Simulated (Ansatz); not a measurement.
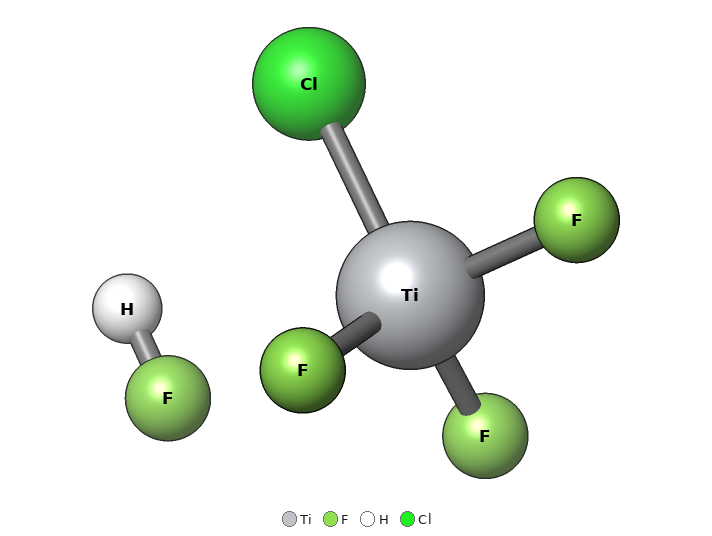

Charge 0, singlet. The geometry was computed by an optimisation with PBE0-D4/def2-TZVP. Level of theory: RKS PBE0-D4/def2-TZVP (Ansatz 0.2.0).

Computed properties:

The species is ClF₄HTi.
- dipole moment: 2.18 D
- dispersion correction: −13.2 kJ/mol
